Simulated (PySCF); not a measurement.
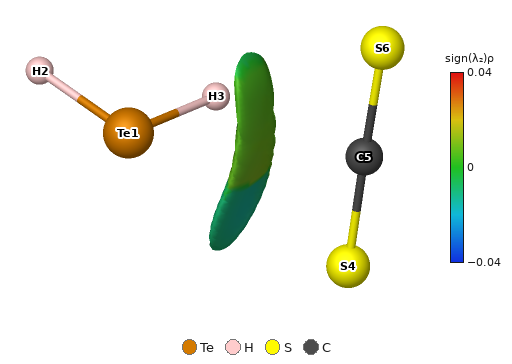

CH2S2Te, SMILES `[TeH2].S=C=S`. Non-covalent interaction surfaces between the fragments (reduced density gradient s = 0.5, coloured by sign(λ₂)ρ in a.u.; trimmed to the region between the fragments where ρ is under 0.06 a.u.). Fragment A: TeH2 (atoms 1–3); fragment B: CS2.

Method: TPSS/def2-SVP; geometry: GFN2-xTB; program: PySCF. Core potentials replace the inner electrons of Te; spin–orbit coupling isn't included. GFN2-xTB bond lengths at metals and heavier atoms can be off by up to 0.1 Å and shapes distorted, which carries into these values.

The calculation's input:

```python
import numpy as np
from pyscf import gto, scf, dft
from pyscf.scf import atom_ks, atom_hf
from scipy.linalg import block_diag
from pyscf.dispersion import dftd3

def solve(mol, dm0=None, hcore=None):
    mf = (dft.UKS if mol.spin else dft.RKS)(mol, xc='tpss')
    mf.grids.level = 3
    mf = mf.density_fit(auxbasis='def2-universal-jkfit')
    mf.conv_tol, mf.max_cycle = 1e-8, 80
    if hcore is not None:
        mf.get_hcore = lambda *args: hcore
    mf.kernel(dm0)
    if not mf.converged:
        mf = mf.newton().run(mf.mo_coeff, mf.mo_occ, max_cycle=30)
    assert mf.converged, 'SCF not converged'
    return mf

mol = gto.M(atom='''
Te    -1.41062    -0.11118    -0.03757
H     -2.85237    -0.78867     0.37814
H     -1.04502    -0.08617     1.56151
S      1.52194     1.63952     0.00500
C      2.02183     0.17077    -0.00005
S      2.54799    -1.28755    -0.00410
''', basis='def2-svp', ecp={'Te': 'def2-svp'}, charge=0, spin=0, verbose=4)
mol_a = gto.M(atom='''
Te    -1.41062    -0.11118    -0.03757
H     -2.85237    -0.78867     0.37814
H     -1.04502    -0.08617     1.56151
ghost-S      1.52194     1.63952     0.00500
ghost-C      2.02183     0.17077    -0.00005
ghost-S      2.54799    -1.28755    -0.00410
''', basis='def2-svp', ecp={'Te': 'def2-svp'}, charge=0, spin=0, verbose=4)
mol_b = gto.M(atom='''
ghost-Te    -1.41062    -0.11118    -0.03757
ghost-H     -2.85237    -0.78867     0.37814
ghost-H     -1.04502    -0.08617     1.56151
S      1.52194     1.63952     0.00500
C      2.02183     0.17077    -0.00005
S      2.54799    -1.28755    -0.00410
''', basis='def2-svp', charge=0, spin=0, verbose=4)
ab, a, b = solve(mol), solve(mol_a), solve(mol_b)
e_int = ab.e_tot - a.e_tot - b.e_tot
print('counterpoise-corrected interaction energy / kcal/mol', e_int * 627.5095)
def disp(atoms, charge):
    m = gto.M(atom=atoms, charge=charge, basis='sto-3g', spin=None, unit='Bohr', verbose=0)
    return dftd3.DFTD3Dispersion(m, xc='tpss', version='d3bj').get_dispersion()['energy']
e_disp = disp(mol._atom, mol.charge) - disp(mol._atom[:3], mol_a.charge) - disp(mol._atom[3:], mol_b.charge)
print('D3(BJ) part / kcal/mol', e_disp * 627.5095)
# spherically averaged free atoms, for the promolecule
atom_ks.AtomSphAverageRKS.init_guess_by_vsap = lambda self, mol=None: self.init_guess_by_minao(mol)  # core potentials
atm = atom_ks.get_atm_nrks(mol, xc='tpss')
pro = block_diag(*[(atm[a[0]][2] * atm[a[0]][3]) @ atm[a[0]][2].T for a in mol._atom])
np.savez('result.npz', e_int=e_int, e_disp=e_disp, dm_a=a.make_rdm1(), dm_b=b.make_rdm1(), c=ab.mo_coeff, occ=ab.mo_occ, eps=ab.mo_energy, pro=pro, d=[f.dip_moment(verbose=0) for f in (ab, a, b)])
```

Run with:

```sh
OMP_NUM_THREADS=1 python input.py
```

The run took 48 s on 1 thread of Arm Neoverse V1 (shared host), peak memory 0.42 GiB.

Partitions, critical points and surface values were worked out afterwards from this run's density.

### Interpret the surfaces between the fragments.

Bond critical points between the fragments: Te1···S4, 3.42 Å, ρ = 0.013 a.u. It is weak and appears green (van der Waals range). The pose is a local one from a semi-empirical search, not shown to be the most stable.

### How strongly are they bound?

The counterpoise-corrected interaction energy of the frozen fragments is +2.1 kcal/mol without dispersion correction and −0.9 kcal/mol with D3(BJ). The pair geometry is semi-empirical, not a minimum at this level.
